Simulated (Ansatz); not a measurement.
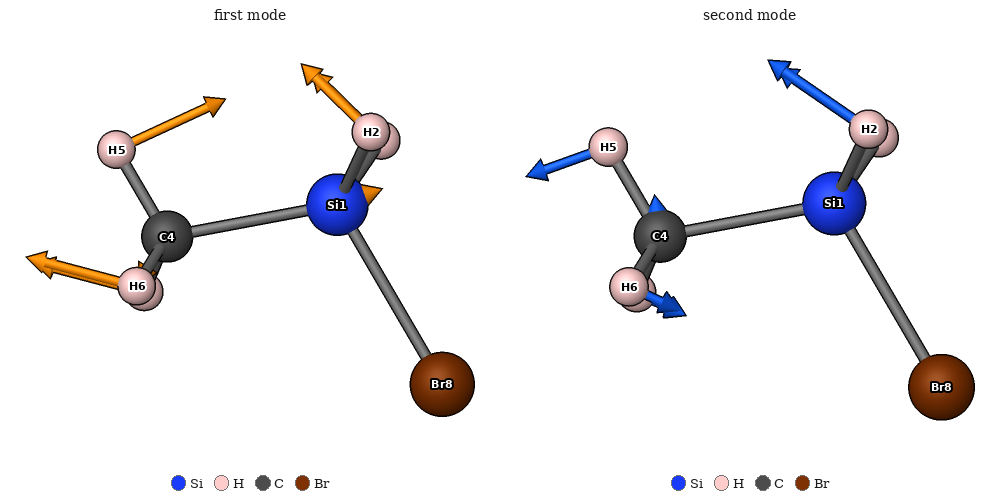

The system is SiH2MeBr (CH₅BrSi); the picture shows the reference structure; its two panels give the patterns of the first and the second mode as arrows. The first coordinate is: normal mode 7 (800 cm⁻¹); the second: normal mode 9 (979 cm⁻¹). Nothing is relaxed (straight displacements along the two mass-weighted modes). The scan uses a 13 × 13 grid. Points are written as (first, second). Energies: kcal/mol, counted from the lowest grid point. Method: RHF/def2-TZVP (Ansatz 0.2.0).

Its coordinates:

```
atom    x (Å)    y (Å)    z (Å)
  Si   0.4653  -0.6262   0.3379
   H   0.4423  -0.6873   1.8064
   H   1.8540  -0.6887  -0.1401
   C  -0.4176   0.8854  -0.3035
   H   0.0777   1.7819   0.0585
   H  -1.4476   0.9046   0.0340
   H  -0.4122   0.9063  -1.3874
  Br  -0.5619  -2.4760  -0.4058
```

Range: normal mode 7 (800 cm⁻¹) from −0.714 to 0.714 amu½·Å; normal mode 9 (979 cm⁻¹) from −0.584 to 0.584 amu½·Å.

**What will the energy surface look like?**

The lowest grid point is at (0.000 amu½·Å, 0.000 amu½·Å). No other kind of well shows on this grid. The highest grid point, (−0.714 amu½·Å, 0.584 amu½·Å), lies 35.6 kcal/mol above the lowest.

```
normal mode 9 (979 cm⁻¹) ↓, normal mode 7 (800 cm⁻¹) →  −0.714  −0.595  −0.476  −0.357  −0.238  −0.119  0.000  0.119  0.238  0.357  0.476  0.595  0.714
                                                 0.584    35.6    28.9    23.6    19.5    16.7    15.1   14.5   14.9   16.2   18.4   21.4   25.3   30.0
                                                 0.486    29.8    23.4    18.4    14.6    12.0    10.5   10.0   10.4   11.6   13.7   16.6   20.4   25.2
                                                 0.389    25.1    19.0    14.2    10.6     8.2     6.8    6.3    6.7    7.9   10.0   12.8   16.6   21.3
                                                 0.292    21.3    15.5    10.9     7.5     5.3     3.9    3.5    3.9    5.1    7.1    9.9   13.6   18.3
                                                 0.195    18.5    12.9     8.6     5.4     3.2     2.0    1.5    1.9    3.1    5.1    7.9   11.6   16.4
                                                 0.097    16.7    11.3     7.1     4.1     2.0     0.8    0.4    0.8    1.9    3.9    6.7   10.5   15.4
                                                 0.000    15.9    10.6     6.6     3.6     1.6     0.4    0.0    0.4    1.6    3.6    6.5   10.4   15.4
                                                −0.097    16.1    10.9     7.0     4.0     2.0     0.8    0.4    0.8    2.0    4.1    7.1   11.1   16.3
                                                −0.195    17.3    12.2     8.2     5.2     3.2     1.9    1.5    1.9    3.2    5.4    8.5   12.8   18.1
                                                −0.292    19.5    14.4    10.4     7.3     5.2     3.9    3.5    3.9    5.2    7.5   10.8   15.3   20.8
                                                −0.389    22.7    17.5    13.4    10.3     8.0     6.7    6.2    6.7    8.1   10.5   14.0   18.6   24.4
                                                −0.486    27.0    21.7    17.4    14.1    11.7    10.3    9.8   10.3   11.7   14.3   17.9   22.8   28.8
                                                −0.584    32.2    26.7    22.3    18.8    16.3    14.8   14.2   14.7   16.3   18.9   22.7   27.7   33.9
```

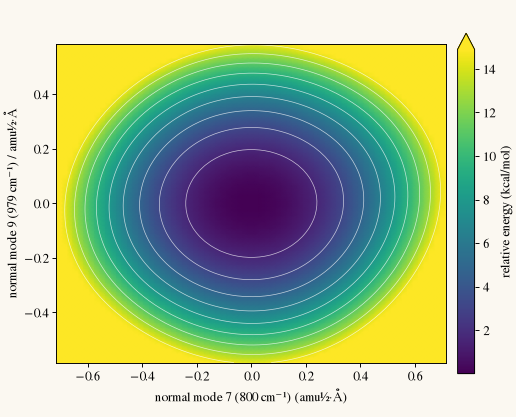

In the figure: a smooth colour map with a few white contour lines, one colour for all values above the top of the scale. Between grid points the surface is interpolated.

Time for the 169 points that were run: 11 min on 1 thread of Arm Neoverse V2, with other jobs on the host.
